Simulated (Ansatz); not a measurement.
**CuO (Cc): one cell, several starts and searches**

Aim: see in which states the SCF of CuO (Cc) ends at one fixed cell when the search of states or the symmetry kept is changed. Cell and atoms stay fixed.

Program: Ansatz 0.2.0. Level of theory: DFT PBEsol+U (U_eff = 7 eV on Cu d), plane waves, PAW. These are calculated values, not measurements.

8 further runs of the same task are left out: 8 that didn't finish.

### Step 1. The starting structure

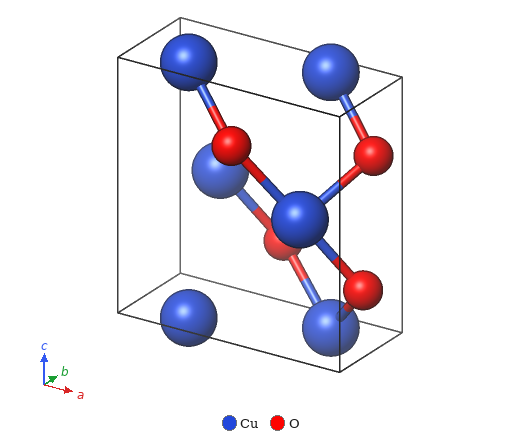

The starting structure, seen slightly off an axis (copper blue, oxygen red). Atoms on the faces are drawn again on the opposite ones. The cell drawn here is the conventional one.

Coordinates:

```cif
data_structure
_symmetry_space_group_name_H-M 'P 1'
_symmetry_Int_Tables_number 1
_cell_length_a 2.9040
_cell_length_b 2.9040
_cell_length_c 5.1321
_cell_angle_alpha 97.781
_cell_angle_beta 97.781
_cell_angle_gamma 72.316
_cell_volume 40.65
loop_
_atom_site_label
_atom_site_type_symbol
_atom_site_fract_x
_atom_site_fract_y
_atom_site_fract_z
_atom_site_occupancy
Cu1 Cu 0.00320 0.49680 0.00000 1
Cu2 Cu 0.49680 0.00320 0.50000 1
O1 O 0.57140 0.40560 0.25370 1
O2 O 0.40560 0.57140 0.75370 1
```

Magnetic order typed: opposed in the cell.

The runs: from atoms, symmetry kept, no search; natural orbitals of the symmetric run, filled by rank; from atoms, default search.

### Step 2. From atoms, symmetry kept, no search

input.yaml

```yaml
crystal:
  lattice:
    - [2.34464976, -1.71339982, 0.0]
    - [2.34464976, 1.71339982, 0.0]
    - [-0.86054991, 0.0, 5.05943948]
  atoms:
    - { symbol: Cu, position: [0.0032, 0.4968, 0.0], spin: 1.0, spin_axis: [0.57735, 0.57735, 0.57735] }
    - { symbol: Cu, position: [0.4968, 0.0032, 0.5], spin: 1.0, spin_axis: [-0.57735, -0.57735, -0.57735] }
    - { symbol: O, position: [0.5714, 0.4056, 0.2537] }
    - { symbol: O, position: [0.4056, 0.5714, 0.7537] }
basis:
  ecutwfc: 420
  ecutrho_ratio: 4
kpoints:
  mp_grid: { grid: [7, 7, 4] }
hamiltonian:
  xc: pbesol
  hubbard:
    sites: [{ site: 0, l: d, u_eff: 7.0 }, { site: 1, l: d, u_eff: 7.0 }]
scf:
  occupations: { method: gaussian, width: 0.05 }
  lower_state_search: "off"
  max_iter: 150
output:
  forces: true
  stress: true
  eigenvalues: true
  populations: true
  hubbard: { sites: [{ site: 0, l: d }, { site: 1, l: d }] }
magnetization:
  noncollinear: true
  spin_orbit: true
```

This run includes spin–orbit coupling.

The run is started by

```sh
> ansatz run input.yaml --threads 4 --pin off --max-ram 6144MiB --backend cpu --events-out ev --progress --plain --runs-dir out
```

Standard output (excerpt; [...] marks lines left out):

```text
Warning: output.stress: scf.convergence.dr2_threshold = 1e-7 eV (the SCF's general default) is looser than the 4e-10 eV advised for a printed stress (1e-10 eV for each atom of the cell: 4). What an SCF threshold leaves in a stress goes as its square root, and in the free energy as the [...]
Warning: RAYON_NUM_THREADS=4 ignored (pool sized by the plan → 4); use --threads N
Cu: projections on atomic orbitals take those of the free atom [Ne] 3s2 3p6 3d10 4s1, of charge +0.00 (hamiltonian.pseudopotentials.projection_atoms); the dataset's partial waves leave at most 2.0e-9 of an orbital's norm unspanned inside its sphere
O: projections on atomic orbitals take those of the free atom [He] 2s2 2p4, of charge +0.00 (hamiltonian.pseudopotentials.projection_atoms); the dataset's partial waves leave at most 1.5e-11 of an orbital's norm unspanned inside its sphere
[...]
Pseudopotentials: kind: paw_fr
Pseudopotential: Cu, paw_fr, valence charge 19, recommended cutoff 420 eV (normal), Cu.paw.azcp#standard-fr
Pseudopotential: O, paw_fr, valence charge 6, recommended cutoff 420 eV (normal), O.paw.azcp#standard-fr
Functional definition: PBEsol
[...]
Crystal: 4 atoms, lattice volume = 40.651 Å³
Basis set: ecut = 420 eV, 789 PW (Γ), exchange–correlation on 40×40×72 points (8 copies of the dense FFT grid, shifted against one another)
Bands: 60, of which v1, the nominal top of the filled ones, is band 50 counted from 1 (49 counted from 0)
Symmetry: 1 space group operations
Magnetic group: BNS 1.1 (UNI 1), of the structure as read, at distance tolerance 3.4e-5 Å
k-points: 196
[...]
E sigma→0 (E₀):  -14294.556453 eV
Fermi energy:    11.626213 eV
[...]
--- Hubbard shell moments (per corrected site; Tr N, ν in electrons; μ in μ_B) ---
  shell 0: Tr N=9.3784  μ_S=(+0.3219, +0.3083, +0.3087)  μ_L=(+0.0567, +0.0709, +0.0353)  μ=(+0.3786, +0.3792, +0.3440)  ν=0.0322 along (+0.593, +0.569, +0.570)
  shell 1: Tr N=9.3782  μ_S=(-0.3103, -0.3072, -0.3186)  μ_L=(-0.0193, -0.0149, -0.0178)  μ=(-0.3295, -0.3221, -0.3363)  ν=0.0458 along (-0.574, -0.568, -0.589)
--- Forces (eV/Å), atoms counted from 1 ---
  atom   1  Cu    -0.67859303     0.32492128     0.30834117
  atom   2  Cu    -0.67850053    -0.32495206     0.30799177
  atom   3  O      0.67820319     0.10840424    -0.30808003
  atom   4  O      0.67888791    -0.10837248    -0.30825187
[...]
--- Stress (GPa, compression-positive) ---
       -0.034175       0.001229      -0.999828
        0.001152       0.492631       0.001566
       -0.999902       0.001583       0.625624
  P = ⅓ Tr σ = 0.3614 GPa (3.614 kbar)
--- Band table (eV; the first three rows and the last of 196) ---
[...]
Occupation matrices written to <dir>
--- Löwdin populations: 4 sites ---
  site symbol       q [e]
     0     Cu     17.9512
     1     Cu     17.9510
     2      O      6.9310
     3      O      6.9310
  spilling = 0.004717 (of n_electrons = 50.000000)
--- Occupation matrices: 2 shells (run DFT+U table (all-electron-ortho-atomic); ε = 3.39e-3) ---
  Cu0 d_3D: site group C1 (1)
  Cu0 d_3D spinor Tr n = 9.3784  λ = 0.438 0.984 0.984 0.986 0.997 0.997 0.998 0.998 0.998 0.999  [xz 0.60 A1/2(1.00) | 3× xy 0.48 A1/2(1.00) | 6× z2 0.30 A1/2(1.00)]
  Cu1 d_3D: site group C1 (1)
  Cu1 d_3D spinor Tr n = 9.3782  λ = 0.438 0.984 0.984 0.986 0.997 0.997 0.998 0.998 0.998 0.999  [xz 0.60 A1/2(1.00) | 3× xy 0.48 A1/2(1.00) | 6× z2 0.30 A1/2(1.00)]
  Tr n, λ and their labels are of the run-group-symmetrised matrices; stabiliser: 1 of 4 elements of G0×{1,Θ} (closed), max defect 1.3e-15 at τ = 7.2e-4
```

Wall time 99 s (4 threads of Arm Neoverse V2, shared host); peak memory 1.5 GiB.

Result: a gap on the mesh of 0.65 eV, pressure 0.4 GPa, moments in spheres Cu1 (0.34, 0.33, 0.33); Cu2 (-0.33, -0.32, -0.34) μB, largest force component 0.68 eV/Å, 1 symmetry operation imposed.

The shells' filling, with natural orbitals sorted by occupation:

```csv
shell,channel,electrons,over 0.8,0.2 to 0.8,under 0.2
Cu 3d (atom 1),both spins,9.38,9,1,0
```

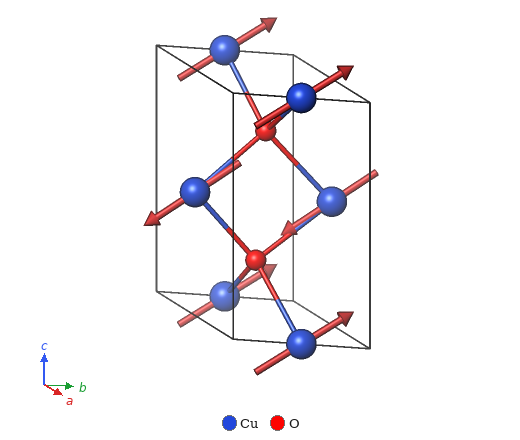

Spin moments on the atoms; the longest arrow is 0.57 μB.

### Step 3. Natural orbitals of the symmetric run, filled by rank

input.yaml

```yaml
crystal:
  lattice:
    - [2.34464976, -1.71339982, 0.0]
    - [2.34464976, 1.71339982, 0.0]
    - [-0.86054991, 0.0, 5.05943948]
  atoms:
    - { symbol: Cu, position: [0.0032, 0.4968, 0.0], spin: 1.0, spin_axis: [0.57735, 0.57735, 0.57735] }
    - { symbol: Cu, position: [0.4968, 0.0032, 0.5], spin: 1.0, spin_axis: [-0.57735, -0.57735, -0.57735] }
    - { symbol: O, position: [0.5714, 0.4056, 0.2537] }
    - { symbol: O, position: [0.4056, 0.5714, 0.7537] }
basis:
  ecutwfc: 420
  ecutrho_ratio: 4
kpoints:
  mp_grid: { grid: [7, 7, 4] }
hamiltonian:
  xc: pbesol
  hubbard:
    sites:
      - { site: 0, l: d, u_eff: 7.0, starting_ns: [{ occupation_matrix: s0 }] }
      - { site: 1, l: d, u_eff: 7.0, starting_ns: [{ occupation_matrix: s1 }] }
    occupation_matrices:
      s0:
        spinor_matrix:
          - [[0.96979, 0.0], [0.00078, 0.00499], [-0.00072, -0.00362], [0.00031, 0.00162], [-7.0e-05, 0.0006], [0.00029, -0.00029], [-0.00788, -0.00575], [0.00593, 0.00397], [-0.00263, -0.0018], [-0.00072, -0.00091]]
          - [[0.00078, -0.00499], [0.84892, 0.0], [0.08851, -0.00358], [-0.03958, 0.00125], [-0.01387, -0.0039], [0.00575, 0.00788], [0.16539, -0.16539], [-0.11601, 0.1258], [0.05236, -0.05577], [0.02427, -0.01362]]
          - [[-0.00072, 0.00362], [0.08851, 0.00358], [0.90519, 0.0], [0.02897, 0.00026], [0.01002, 0.00326], [-0.00397, -0.00593], [-0.1258, 0.11601], [0.08853, -0.08853], [-0.03993, 0.03922], [-0.01814, 0.00924]]
          - [[0.00031, -0.00162], [-0.03958, -0.00125], [0.02897, -0.00026], [0.95705, 0.0], [-0.00449, -0.00142], [0.0018, 0.00263], [0.05577, -0.05236], [-0.03922, 0.03993], [0.01769, -0.01769], [0.00807, -0.0042]]
          - [[-7.0e-05, -0.0006], [-0.01387, 0.0039], [0.01002, -0.00326], [-0.00449, 0.00142], [0.96829, 0.0], [0.00091, 0.00072], [0.01362, -0.02427], [-0.00924, 0.01814], [0.0042, -0.00807], [0.00234, -0.00234]]
          - [[0.00029, 0.00029], [0.00575, -0.00788], [-0.00397, 0.00593], [0.0018, -0.00263], [0.00091, -0.00072], [0.96921, 0.0], [0.00291, 0.01861], [-0.00268, -0.01352], [0.00114, 0.00605], [-0.00027, 0.00223]]
          - [[-0.00788, 0.00575], [0.16539, 0.16539], [-0.1258, -0.11601], [0.05577, 0.05236], [0.01362, 0.02427], [0.00291, -0.01861], [0.51814, 0.0], [0.33032, -0.01338], [-0.14771, 0.00465], [-0.05176, -0.01454]]
          - [[0.00593, -0.00397], [-0.11601, -0.1258], [0.08853, 0.08853], [-0.03922, -0.03993], [-0.00924, -0.01814], [-0.00268, 0.01352], [0.33032, 0.01338], [0.72814, 0.0], [0.10812, 0.00097], [0.03741, 0.01216]]
          - [[-0.00263, 0.0018], [0.05236, 0.05577], [-0.03993, -0.03922], [0.01769, 0.01769], [0.0042, 0.00807], [0.00114, -0.00605], [-0.14771, -0.00465], [0.10812, -0.00097], [0.92167, 0.0], [-0.01677, -0.00529]]
          - [[-0.00072, 0.00091], [0.02427, 0.01362], [-0.01814, -0.00924], [0.00807, 0.0042], [0.00234, 0.00234], [-0.00027, -0.00223], [-0.05176, 0.01454], [0.03741, -0.01216], [-0.01677, 0.00529], [0.9636, 0.0]]
      s1:
        spinor_matrix:
          - [[0.96995, 0.0], [0.0035, -0.00291], [0.00249, -0.00221], [0.00121, -0.00088], [-0.00043, 0.00028], [-2.0e-05, 2.0e-05], [0.00021, -0.00235], [0.0001, -0.00172], [0.00012, -0.00076], [-5.0e-05, 0.00026]]
          - [[0.0035, 0.00291], [0.51737, 0.0], [-0.33088, 0.0099], [-0.14796, -0.0099], [0.05126, 0.00583], [0.00235, -0.00021], [-0.16567, 0.16567], [-0.11749, 0.12474], [-0.05778, 0.05053], [0.0209, -0.01663]]
          - [[0.00249, 0.00221], [-0.33088, -0.0099], [0.7279, 0.0], [-0.10795, -0.01048], [0.03735, 0.00538], [0.00172, -0.0001], [-0.12474, 0.11749], [-0.08861, 0.08861], [-0.04335, 0.03568], [0.01564, -0.0117]]
          - [[0.00121, 0.00088], [-0.14796, 0.0099], [-0.10795, 0.01048], [0.92141, 0.0], [0.01689, 0.00078], [0.00076, -0.00012], [-0.05053, 0.05778], [-0.03568, 0.04335], [-0.01778, 0.01778], [0.00647, -0.00589]]
          - [[-0.00043, -0.00028], [0.05126, -0.00583], [0.03735, -0.00538], [0.01689, -0.00078], [0.96412, 0.0], [-0.00026, 5.0e-05], [0.01663, -0.0209], [0.0117, -0.01564], [0.00589, -0.00647], [-0.00215, 0.00215]]
          - [[-2.0e-05, -2.0e-05], [0.00235, 0.00021], [0.00172, 0.0001], [0.00076, 0.00012], [-0.00026, -5.0e-05], [0.96999, 0.0], [0.00094, -0.00078], [0.00067, -0.00059], [0.00032, -0.00023], [-0.00012, 8.0e-05]]
          - [[0.00021, 0.00235], [-0.16567, -0.16567], [-0.12474, -0.11749], [-0.05053, -0.05778], [0.01663, 0.0209], [0.00094, 0.00078], [0.84872, 0.0], [-0.08866, 0.00265], [-0.03965, -0.00265], [0.01374, 0.00156]]
          - [[0.0001, 0.00172], [-0.11749, -0.12474], [-0.08861, -0.08861], [-0.03568, -0.04335], [0.0117, 0.01564], [0.00067, 0.00059], [-0.08866, -0.00265], [0.90513, 0.0], [-0.02892, -0.00281], [0.01001, 0.00144]]
          - [[0.00012, 0.00076], [-0.05778, -0.05053], [-0.04335, -0.03568], [-0.01778, -0.01778], [0.00589, 0.00647], [0.00032, 0.00023], [-0.03965, 0.00265], [-0.02892, 0.00281], [0.95698, 0.0], [0.00452, 0.00021]]
          - [[-5.0e-05, -0.00026], [0.0209, 0.01663], [0.01564, 0.0117], [0.00647, 0.00589], [-0.00215, -0.00215], [-0.00012, -8.0e-05], [0.01374, -0.00156], [0.01001, -0.00144], [0.00452, -0.00021], [0.96842, 0.0]]
    ns_hold: { iters: 10 }
scf:
  occupations: { method: gaussian, width: 0.05 }
  lower_state_search: "off"
  max_iter: 150
output:
  forces: true
  stress: true
  eigenvalues: true
  populations: true
  hubbard: { sites: [{ site: 0, l: d }, { site: 1, l: d }] }
  write_density: true
  write_potential: true
  elf: true
  volumetric_format: npy
magnetization:
  noncollinear: true
  spin_orbit: true
```

The typed matrices are held for 10 cycles. This run includes spin–orbit coupling.

The run is started by

```sh
> ansatz run input.yaml --threads 4 --pin off --max-ram 6144MiB --backend cpu --events-out ev --progress --plain --runs-dir out
```

Standard output (excerpt; [...] marks lines left out):

```text
Warning: output.stress: scf.convergence.dr2_threshold = 1e-7 eV (the SCF's general default) is looser than the 4e-10 eV advised for a printed stress (1e-10 eV for each atom of the cell: 4). What an SCF threshold leaves in a stress goes as its square root, and in the free energy as the [...]
Warning: RAYON_NUM_THREADS=4 ignored (pool sized by the plan → 4); use --threads N
Cu: projections on atomic orbitals take those of the free atom [Ne] 3s2 3p6 3d10 4s1, of charge +0.00 (hamiltonian.pseudopotentials.projection_atoms); the dataset's partial waves leave at most 2.0e-9 of an orbital's norm unspanned inside its sphere
O: projections on atomic orbitals take those of the free atom [He] 2s2 2p4, of charge +0.00 (hamiltonian.pseudopotentials.projection_atoms); the dataset's partial waves leave at most 1.5e-11 of an orbital's norm unspanned inside its sphere
[...]
[... 2 set-up lines as earlier in the session ...]
[...]
  P = ⅓ Tr σ = 0.3614 GPa (3.614 kbar)
--- Band table (eV; the first three rows and the last of 196) ---
[...]
Occupation matrices written to <dir>
--- Löwdin populations: 4 sites ---
  site symbol       q [e]
     0     Cu     17.9512
     1     Cu     17.9510
     2      O      6.9309
     3      O      6.9310
  spilling = 0.004716 (of n_electrons = 50.000000)
--- Occupation matrices: 2 shells (run DFT+U table (all-electron-ortho-atomic); ε = 6.76e-3) ---
  Cu0 d_3D: site group C1 (1)
  Cu0 d_3D spinor Tr n = 9.3784  λ = 0.438 0.984 0.984 0.986 0.997 0.997 0.998 0.998 0.998 0.999  [xz 0.60 A1/2(1.00) | 3× xy 0.48 A1/2(1.00) | 6× z2 0.30 A1/2(1.00)]
  specified occupation → Cu0 d_3D spinor: matrix, ‖Δ‖_F = 0.4265, Tr Δ = -0.6284, displaced = 0.3142, d_λ = 0.4244; orbital distance = 0.0584
  Cu1 d_3D: site group C1 (1)
  Cu1 d_3D spinor Tr n = 9.3782  λ = 0.438 0.984 0.984 0.986 0.997 0.997 0.998 0.998 0.998 0.999  [xz 0.60 A1/2(1.00) | 3× xy 0.48 A1/2(1.00) | 6× z2 0.30 A1/2(1.00)]
  specified occupation → Cu1 d_3D spinor: matrix, ‖Δ‖_F = 0.4285, Tr Δ = -0.6282, displaced = 0.3141, d_λ = 0.4242; orbital distance = 0.0825
  Tr n, λ and their labels are of the run-group-symmetrised matrices; stabiliser: 1 of 4 elements of G0×{1,Θ} (closed), max defect 1.3e-15 at τ = 1.4e-3
```

Wall time 2.4 min (4 threads of Arm Neoverse V2, shared host); peak memory 1.5 GiB.

Result: a gap on the mesh of 0.65 eV, pressure 0.4 GPa, moments in spheres Cu1 (0.34, 0.33, 0.32); Cu2 (-0.32, -0.33, -0.34) μB, largest force component 0.68 eV/Å, 1 symmetry operation imposed.

The shells' filling, with natural orbitals sorted by occupation:

```csv
shell,channel,electrons,over 0.8,0.2 to 0.8,under 0.2
Cu 3d (atom 1),both spins,9.38,9,1,0
```

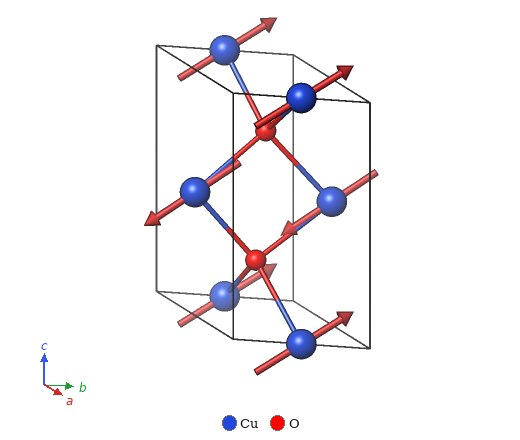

Spin moments on the atoms; the longest arrow is 0.57 μB.

Axes a, b and c in the maps are those of this run's conventional cell (a, b, c = 4.689, 3.427, 5.132 Å).

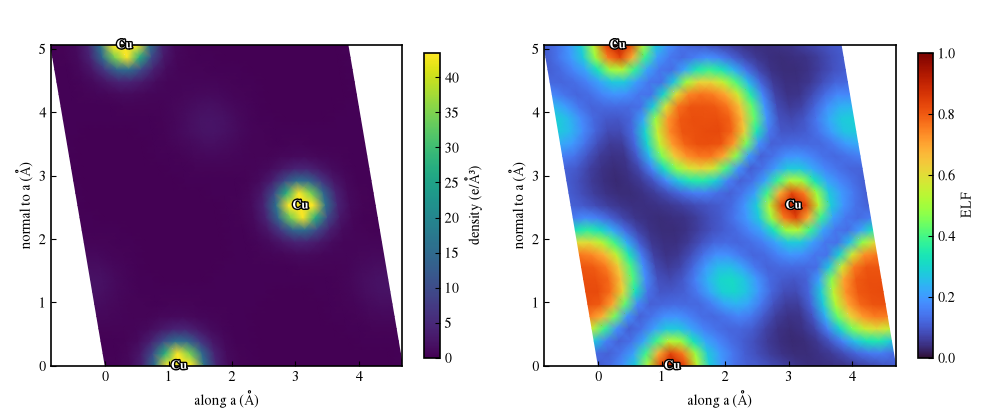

Density (left) and ELF (right) in a lattice plane of the grid's cell (edges 4.69 and 5.13 Å, at 0.247 of the third edge), which holds Cu. Only atoms in the plane are labelled; the density scale stops at 43.47 e/Å³. Both are smooth fields of the valence electrons: close to the nuclei they are not physical.

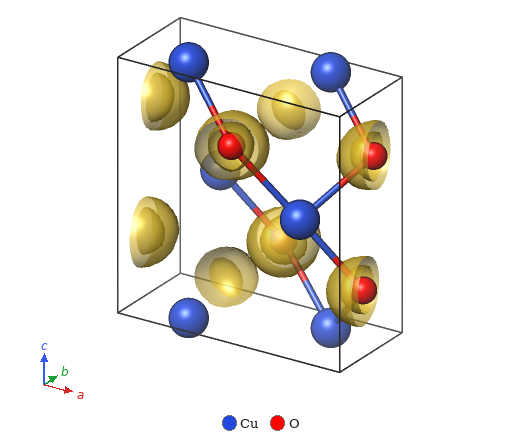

Surface of ELF = 0.77, drawn in one cell.

The highest ELF values outside the cores: 0.84 beside O, off the lines to its neighbours, 0.6 Å from O; 0.83 on the O–Cu line, 0.6 Å from O; 0.83 in the shell around O, 0.6 Å from O.

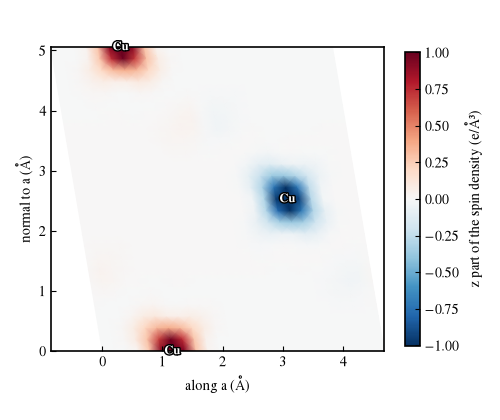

The z part of the spin density in a lattice plane of the grid's cell (edges 4.69 and 5.13 Å, at 0.247 of the third edge), which holds Cu.

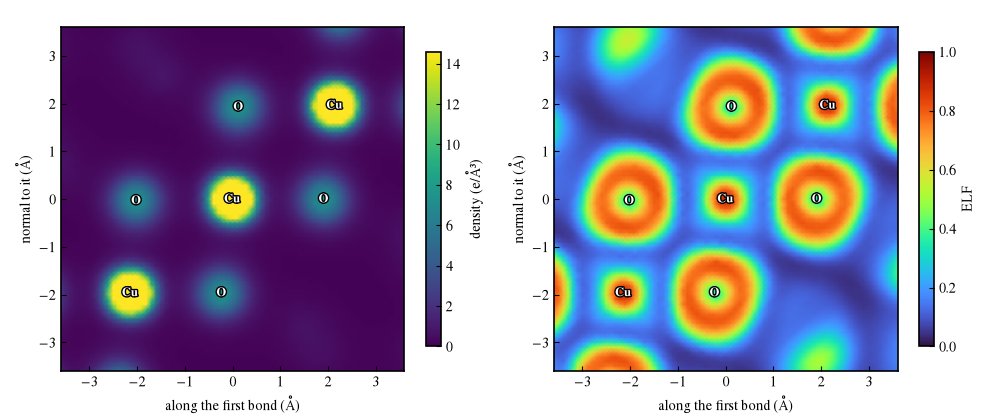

Density and ELF in the plane through atom 1 (Cu) and two of its nearest O neighbours; the density scale stops at 14.59 e/Å³.

[end of part 1 of 2]
